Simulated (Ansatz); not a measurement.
# Cl₃H₂NTi···HF: what the fields show

The calculation's input:

```
crystal:
  periodic: [false, false, false]
  atoms:
    - { symbol: Ti, position_ang: [0.0, 0.0, 0.0] }
    - { symbol: Cl, position_ang: [0.0, 0.0, 2.72] }
    - { symbol: "N", position_ang: [1.9426, 0.0, -0.686] }
    - { symbol: H, position_ang: [2.4408, -0.918, -0.8667] }
    - { symbol: H, position_ang: [2.4438, 0.918, -0.8582] }
    - { symbol: Cl, position_ang: [-1.1163, 1.9339, -0.7892] }
    - { symbol: Cl, position_ang: [-1.1163, -1.9339, -0.7892] }
    - { symbol: F, position_ang: [-2.0213, 0.0, 0.6716] }
    - { symbol: H, position_ang: [-1.4923, 0.0, 1.8444] }
basis:
  gaussian: { orbitals: def2-SVP }
hamiltonian:
  xc: b3lyp
  dispersion: d4
relax:
  f_tol: 0.15
  max_steps: 25
  restrain:
    - { distance: [0, 7], at: 3.03, k: 30.0 }
    - { distance: [8, 1], at: 2.57, k: 30.0 }
    - { distance: [0, 1], at: 2.37, k: 30.0 }
    - { distance: [8, 7], at: 0.92, k: 30.0 }
output:
  orbitals: {}
```

Command:

```sh
ansatz run input.yaml --threads 4 --pin off --max-ram 5120MiB --backend cpu --events-out ev --progress --plain --runs-dir out
```

The fields are those of the run's last geometry, not of the input's.

Not at a stationary point (largest force 1.1 eV/Å).

The calculation used RKS B3LYP-D4/def2-SVP (Ansatz).

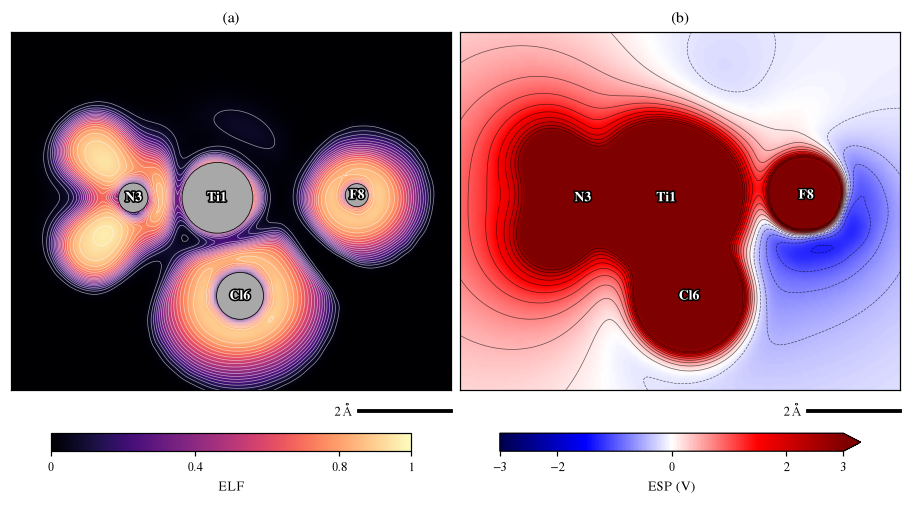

Figure 1. (a) ELF; (b) molecular electrostatic potential on the plane of atoms N3, Ti1 and Cl6. Grey discs cover the atomic cores in the ELF map.

Interpret the plot.

Answer. The plane passes through Ti, N, Cl and F nuclei. Ti1···F8 (3.02 Å): the ELF dips to about 0 between them. Ti–N (1.83 Å): the ELF peaks at about 0.85 in the valence shell of N, 0.6 Å from its nucleus, and is about 0.35 at the midpoint. Ti–Cl (2.18 Å): the ELF peaks at about 0.85 in the valence shell of Cl, 0.8 Å from its nucleus, and is about 0.40 at the midpoint. The ELF also peaks beside F8, away from the bonds: lone-pair regions. Outside the dense part of the complex the potential is most negative (−1.3 V) near F8.

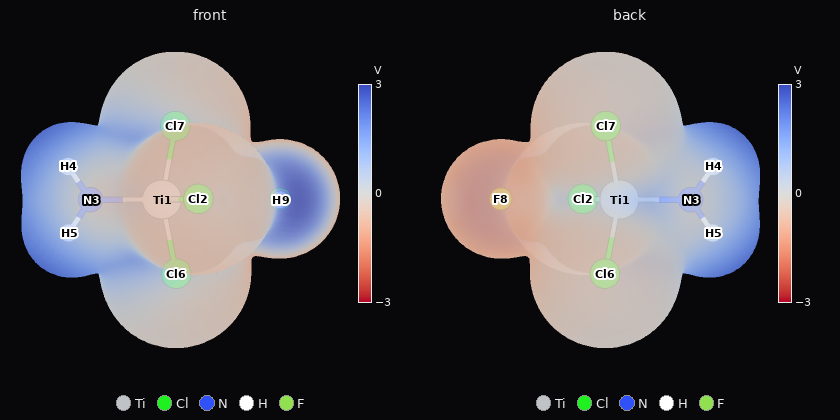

Figure 2. The electrostatic potential painted on the density surface at 0.002 e/bohr³, seen from the front and from behind; red is negative and blue positive.

Which sites attract a positive test charge, and which a negative one?

Answer. A positive charge is drawn to the negative regions and a negative charge to the positive ones. The most negative region (about −1.2 V, or −28 kcal/mol for a unit charge) lies over F8, the most positive (about +2.5 V, or +58 kcal/mol for a unit charge) over H9.

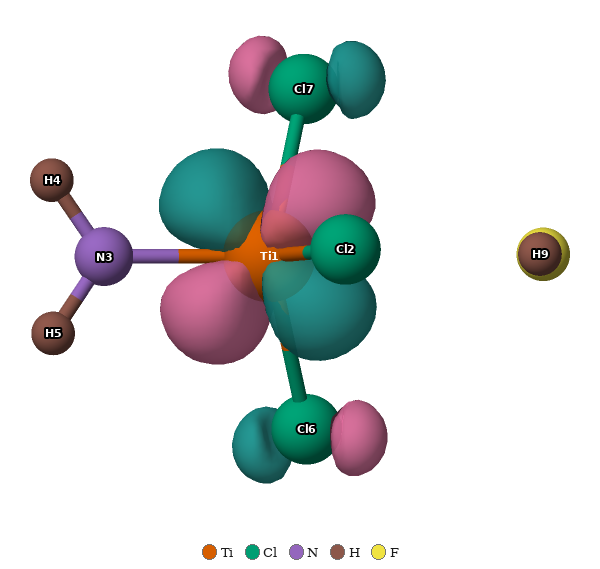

Figure 3. One frontier orbital at ±0.15 Å⁻³ᐟ² (teal and pink are the two phases), seen across its widest extent.

Which orbital is it: HOMO or LUMO?

Answer. The LUMO, at −3.45 eV. By Hirshfeld shares it lies mainly on Ti1 (about 75 %), Cl6 (about 10 %) and Cl7 (about 10 %).
